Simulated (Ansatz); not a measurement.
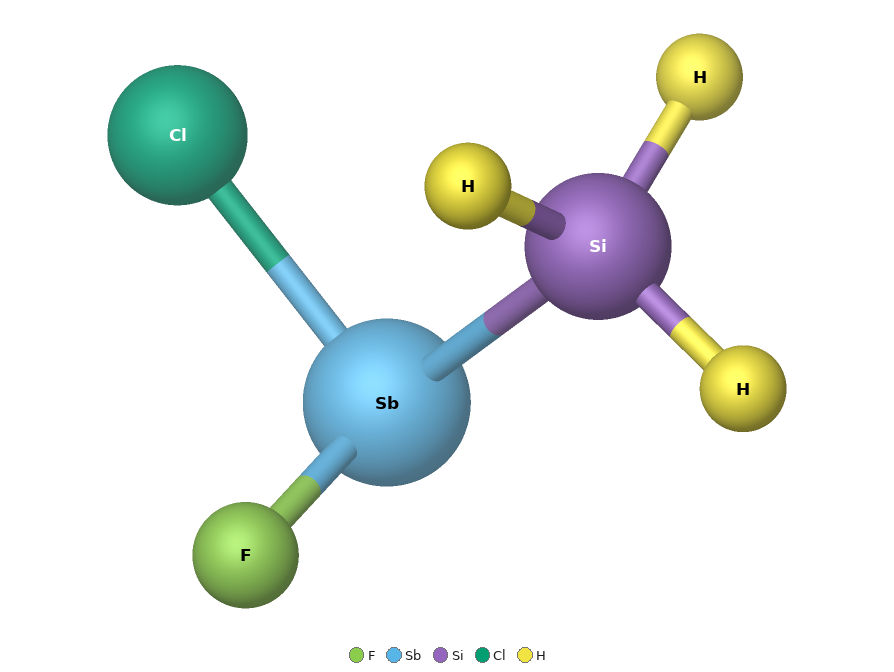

Computed geometry: PBE0-D4/def2-TZVP optimisation. Program: Ansatz 0.2.0.

Tabulate HOMO–LUMO gap (eV) at these levels: B97M-V/def2-TZVPP; CAM-B3LYP-D4/def2-TZVPP; PBE0-D4/def2-SVP; r2SCAN-D4/def2-TZVPP; r2SCAN0-D4/def2-TZVPP; ωB97M-V/def2-SVP.

```csv
level,HOMO–LUMO gap (eV)
B97M-V/def2-TZVPP,4.08
CAM-B3LYP-D4/def2-TZVPP,7.68
PBE0-D4/def2-SVP,5.58
r2SCAN-D4/def2-TZVPP,4.07
r2SCAN0-D4/def2-TZVPP,5.74
ωB97M-V/def2-SVP,9.46
```
